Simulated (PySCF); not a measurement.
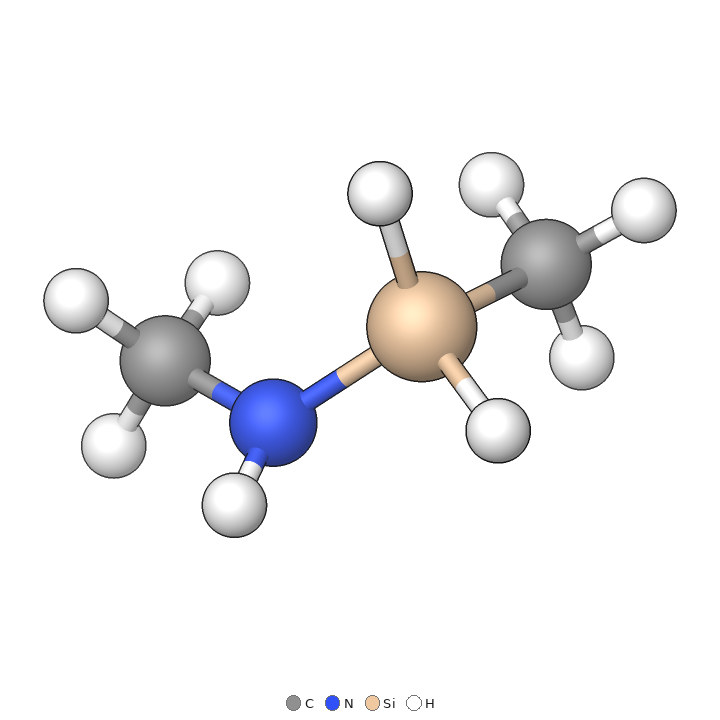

The geometry was computed by an optimisation with PBE0-D3(BJ)/def2-SVP. No frequency run is at hand to confirm it as a minimum. Program: PySCF 2.14.0.

Tabulate HOMO energy (eV) at these levels: BHandHLYP/def2-SVPD; HF/def2-SVPD; LC-wPBE/def2-SVPD; LDA/def2-SVPD; PBE0/6-31G*; PBE0/IGLO-III; PBE0/aug-cc-pVDZ; PBE0/cc-pVDZ; PBE0/def2-SVPD; PBE0/def2-TZVP; PBE0/pcSseg-0.

```json
{"level": "BHandHLYP/def2-SVPD", "HOMO energy (eV)": "−7.94"}
{"level": "HF/def2-SVPD", "HOMO energy (eV)": "−10.00"}
{"level": "LC-wPBE/def2-SVPD", "HOMO energy (eV)": "−9.38"}
{"level": "LDA/def2-SVPD", "HOMO energy (eV)": "−5.37"}
{"level": "PBE0/6-31G*", "HOMO energy (eV)": "−6.35"}
{"level": "PBE0/IGLO-III", "HOMO energy (eV)": "−6.62"}
{"level": "PBE0/aug-cc-pVDZ", "HOMO energy (eV)": "−6.58"}
{"level": "PBE0/cc-pVDZ", "HOMO energy (eV)": "−6.38"}
{"level": "PBE0/def2-SVPD", "HOMO energy (eV)": "−6.64"}
{"level": "PBE0/def2-TZVP", "HOMO energy (eV)": "−6.62"}
{"level": "PBE0/pcSseg-0", "HOMO energy (eV)": "−6.32"}
```
